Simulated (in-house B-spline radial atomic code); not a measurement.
# Ti²¹⁺: ionisation energy by several methods

Aim: the ionisation energy of Ti²¹⁺ by several methods, each as the difference of two self-consistent energies (Ti²¹⁺ and the next ion, bare nucleus).

Program: in-house B-spline radial atomic code version 1. Level of theory: non-relativistic, several functionals, spin-polarised; spherical all-electron atom at the radial basis limit. These are calculated values, not measurements, unless marked.

## Step 1: What is computed

- element: titanium (Z = 22)
- charge: +21
- electrons: 1
- configuration: 1s1
- nucleus: point

Where spins are not typed, each open shell is filled with up spins first.

## Step 2: B3LYP, a global hybrid

Input settings:

```ini
Z = 22
electrons = 1.0
configuration = 1s1
hamiltonian = nr
method = b3lyp
spin_polarised = True
```

Main fields of the result record, rounded:

```text
{
  "status": "converged",
  "scf [iteration, energy, orbital gradient]": [
    [1, -241.894264809, 0.0491],
    [2, -241.894646382, 0.000214],
    [3, -241.894646387, 0.000108],
    [4, -241.894646389, 5.41e-05],
    [5, -241.894646389, 2.59e-07],
    [6, -241.894646389, 8.86e-11]
  ],
  "energy [hartree]": {"total": -241.894646389, "kinetic": 241.881544753, "nuclear": -483.881161773, "coulomb": 6.87025813136, "exact_exchange": -1.37405162627, "xc": -5.39123587499},
  "orbitals [hartree, bohr; first row names the columns]": [
    ["name", "occ", "eps", "<r>", "<r^2>", "<1/r>", "r_max", "density_at_nucleus"],
    ["1s up", 1.0, -237.8684, 0.068247, 0.0062141, 21.995, 0.045432, 3394.1]
  ],
  "sum_r [bohr^k]": {"-1": 21.9946, "1": 0.06824668, "2": 0.006214084},
  "density_at_nucleus [bohr^-3]": 3394.13,
  "spin_density_at_nucleus [bohr^-3]": 3394.13,
  "mass_velocity [hartree]": -7.791121,
  "darwin [hartree]": 6.245996,
  "radius_at_0.001 [bohr]": 0.3426,
  "radius_enclosing [bohr]": {"0.5": 0.06043, "0.9": 0.1203, "0.99": 0.1896},
  "slater [hartree]": {"F0(1s up,1s up)": 13.741},
  "ionisation_energy [hartree]": 241.894646
}
```

Wall time 0.04 s (1 thread, shared host).

The run also solves the next ion with the same method; the record keeps the difference, ionisation_energy. radius_at_0.001 is where the density falls to 0.001 electrons per bohr³.

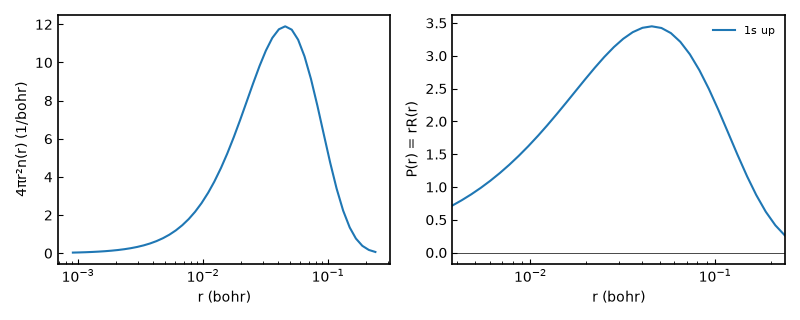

Radial density (left) and the radial functions of 1s up (right).

On the record's full grid the radial density has clear maxima near r = 0.045 bohr.

## Step 3: SCAN, a meta-GGA

Input settings:

```ini
Z = 22
electrons = 1.0
configuration = 1s1
hamiltonian = nr
method = scan,scan
spin_polarised = True
```

Results of the run:

```text
{
  "status": "converged",
  "iterations": 6,
  "energy [hartree]": {"total": -242.000125787, "kinetic": 242.00012578, "nuclear": -483.999966639, "coulomb": 6.87304705115, "xc": -6.87333197977},
  "orbitals [hartree, bohr; first row names the columns]": [
    ["name", "occ", "eps", "<r>"],
    ["1s up", 1.0, -237.45194, 0.068213]
  ],
  "sum_r [bohr^k]": {"-1": 22.0, "1": 0.06821339, "2": 0.006206804},
  "ionisation_energy [hartree]": 242.000126
}
```

It took 0.04 s on 1 thread, shared host.

Meta-GGA runs start from a PBE run whose iterations are not counted.

## Step 4: CAM-B3LYP, a range-separated hybrid

Input settings:

```ini
Z = 22
electrons = 1.0
configuration = 1s1
hamiltonian = nr
method = camb3lyp
spin_polarised = True
```

Results of the run:

```text
{
  "status": "converged",
  "iterations": 6,
  "energy [hartree]": {"total": -241.929566835, "kinetic": 241.950424663, "nuclear": -483.950044017, "coulomb": 6.87119859025, "exact_exchange": -1.39113311593, "xc": -5.41001295535},
  "orbitals [hartree, bohr; first row names the columns]": [
    ["name", "occ", "eps", "<r>"],
    ["1s up", 1.0, -237.94145, 0.068238]
  ],
  "sum_r [bohr^k]": {"-1": 21.99773, "1": 0.06823759, "2": 0.006212481},
  "ionisation_energy [hartree]": 241.929567
}
```

It took 0.09 s on 1 thread, shared host.

## Step 5: BP86, a GGA

Input settings:

```ini
Z = 22
electrons = 1.0
configuration = 1s1
hamiltonian = nr
method = b88,p86
spin_polarised = True
```

Results of the run:

```text
{
  "status": "converged",
  "iterations": 5,
  "energy [hartree]": {"total": -241.968640394, "kinetic": 241.97663684, "nuclear": -483.976044083, "coulomb": 6.87080741701, "xc": -6.84004056833},
  "orbitals [hartree, bohr; first row names the columns]": [
    ["name", "occ", "eps", "<r>"],
    ["1s up", 1.0, -236.918, 0.068246]
  ],
  "sum_r [bohr^k]": {"-1": 21.99891, "1": 0.06824636, "2": 0.006215169},
  "ionisation_energy [hartree]": 241.96864
}
```

Run time: 0.19 s. Hardware: 1 thread, shared host.

## Step 6: HSE06, a range-separated hybrid

Input settings:

```ini
Z = 22
electrons = 1.0
configuration = 1s1
hamiltonian = nr
method = hse06
spin_polarised = True
```

Results of the run:

```text
{
  "status": "converged",
  "iterations": 6,
  "energy [hartree]": {"total": -241.905717087, "kinetic": 241.899872291, "nuclear": -483.8994117, "coulomb": 6.87023747204, "exact_exchange": -1.70204493222, "xc": -5.07437021778},
  "orbitals [hartree, bohr; first row names the columns]": [
    ["name", "occ", "eps", "<r>"],
    ["1s up", 1.0, -238.12185, 0.068249]
  ],
  "sum_r [bohr^k]": {"-1": 21.99543, "1": 0.06824892, "2": 0.00621489},
  "ionisation_energy [hartree]": 241.905717
}
```

It took 0.03 s on 1 thread, shared host.

## Step 7: M06-L, a meta-GGA

Input settings:

```ini
Z = 22
electrons = 1.0
configuration = 1s1
hamiltonian = nr
method = m06l
spin_polarised = True
```

Results of the run:

```text
{
  "status": "converged",
  "iterations": 7,
  "energy [hartree]": {"total": -242.079328066, "kinetic": 242.078653747, "nuclear": -484.077454384, "coulomb": 6.87673625743, "xc": -6.95726368598},
  "orbitals [hartree, bohr; first row names the columns]": [
    ["name", "occ", "eps", "<r>"],
    ["1s up", 1.0, -237.46699, 0.06816]
  ],
  "sum_r [bohr^k]": {"-1": 22.00352, "1": 0.06815978, "2": 0.006193754},
  "ionisation_energy [hartree]": 242.079328
}
```

Run time: 0.03 s. Hardware: 1 thread, shared host.

## Step 8: M06-2X, a global hybrid

Input settings:

```ini
Z = 22
electrons = 1.0
configuration = 1s1
hamiltonian = nr
method = m062x
spin_polarised = True
```

Results of the run:

```text
{
  "status": "converged",
  "iterations": 6,
  "energy [hartree]": {"total": -241.955164422, "kinetic": 241.95480226, "nuclear": -483.953520027, "coulomb": 6.86966497235, "exact_exchange": -3.70961908507, "xc": -3.11649254297},
  "orbitals [hartree, bohr; first row names the columns]": [
    ["name", "occ", "eps", "<r>"],
    ["1s up", 1.0, -239.26825, 0.068253]
  ],
  "sum_r [bohr^k]": {"-1": 21.99789, "1": 0.06825307, "2": 0.006215396},
  "ionisation_energy [hartree]": 241.955164
}
```

Run time: 0.03 s. Hardware: 1 thread, shared host.

## Step 9: The ladder

| method | rung | total energy (hartree) | ΔSCF (eV) | −ε highest (eV) | ΔSCF less tabulated (eV) |
| --- | --- | --- | --- | --- | --- |
| BP86 | GGA | -241.9686 | 6584.30 | 6446.87 (1s up) | -41.51 |
| SCAN | meta-GGA | -242.0001 | 6585.16 | 6461.40 (1s up) | -40.65 |
| M06-L | meta-GGA | -242.0793 | 6587.31 | 6461.81 (1s up) | -38.50 |
| B3LYP | global hybrid | -241.8946 | 6582.29 | 6472.73 (1s up) | -43.52 |
| M06-2X | global hybrid | -241.9552 | 6583.94 | 6510.82 (1s up) | -41.87 |
| CAM-B3LYP | range-separated hybrid | -241.9296 | 6583.24 | 6474.72 (1s up) | -42.57 |
| HSE06 | range-separated hybrid | -241.9057 | 6582.59 | 6479.63 (1s up) | -43.22 |

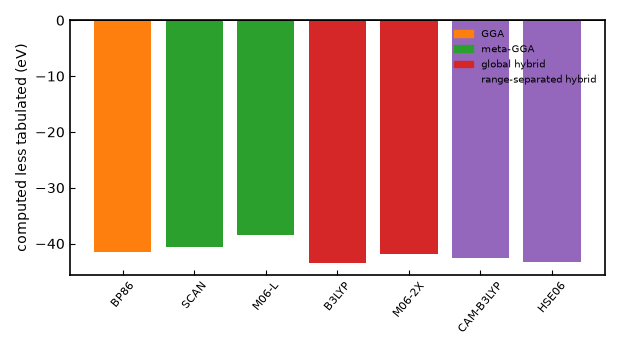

Error of each method against the tabulated value; one colour a rung.

Against the tabulated ionisation energy, 6625.81 ± 0.0001 eV (tabulated theoretical; NIST Atomic Spectra Database), the best here is M06-L (-38.50 eV) and the worst B3LYP (-43.52 eV, or 0.66 %). Mean absolute error by rung (exchange-only levels left out): GGA 41.51 eV, meta-GGA 39.57 eV, global hybrid 42.70 eV, range-separated hybrid 42.90 eV. All methods miss on the same side by much the same amount, which points to something that they share. These runs lack relativity altogether, which can outweigh the gaps between the methods, so the nearest may be so by luck.

What each method cost (CPU seconds, one thread, shared host; runs marked * also made radial tables):

| method | CPU time | miss (eV) |
| --- | --- | --- |
| M06-L | 0.03 s | -38.50 |
| M06-2X | 0.03 s | -41.87 |
| HSE06 | 0.03 s | -43.22 |
| SCAN* | 0.04 s | -40.65 |
| B3LYP* | 0.04 s | -43.52 |
| CAM-B3LYP* | 0.09 s | -42.57 |
| BP86 | 0.19 s | -41.51 |
